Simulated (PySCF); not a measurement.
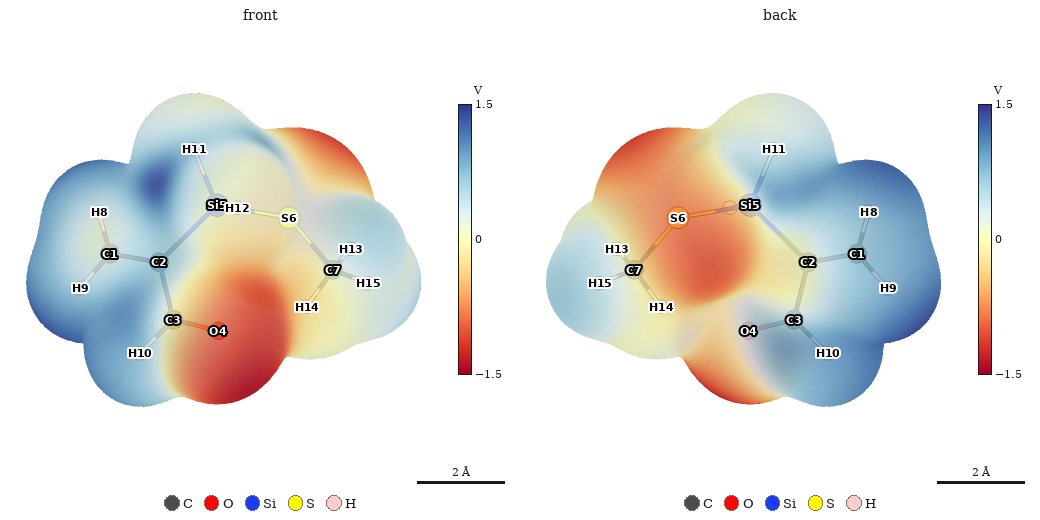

The picture shows: C₄H₈OSSi (SMILES C=C(C=O)[SiH2]SC). The electrostatic potential painted on the density surface at 0.002 e/bohr³, seen from the front and from behind; the colour scale runs from red (negative) to blue (positive).

Geometry: GFN2-xTB.

Theory: PySCF, CAM-B3LYP/def2-SVPD, SCF density, gas phase.

```yaml
atoms:
  - { symbol: C, position_ang: [1.0535, -0.8408, -2.1379] }
  - { symbol: C, position_ang: [0.8585, -0.3157, -0.9279] }
  - { symbol: C, position_ang: [1.5388, 0.9186, -0.5467] }
  - { symbol: O, position_ang: [1.3481, 1.4800, 0.5054] }
  - { symbol: Si, position_ang: [-0.3253, -1.0066, 0.3865] }
  - { symbol: S, position_ang: [-2.1249, 0.1588, 0.4711] }
  - { symbol: C, position_ang: [-1.6584, 1.4870, 1.6295] }
  - { symbol: H, position_ang: [0.5608, -1.7468, -2.4479] }
  - { symbol: H, position_ang: [1.7070, -0.3772, -2.8634] }
  - { symbol: H, position_ang: [2.2572, 1.3223, -1.2865] }
  - { symbol: H, position_ang: [-0.7774, -2.3198, -0.0500] }
  - { symbol: H, position_ang: [0.3057, -0.9992, 1.6980] }
  - { symbol: H, position_ang: [-1.5414, 1.0667, 2.6233] }
  - { symbol: H, position_ang: [-0.7353, 1.9537, 1.3028] }
  - { symbol: H, position_ang: [-2.4713, 2.2053, 1.6219] }
```

> Describe the electrostatic potential map.

The most negative region (about −1.4 V) lies over O4, the most positive (about +1.4 V) over Si5 and H9. O4 is the likeliest acceptor of a hydrogen bond.

> How polar is the molecule by this calculation?

Its dipole moment is 2.67 D.
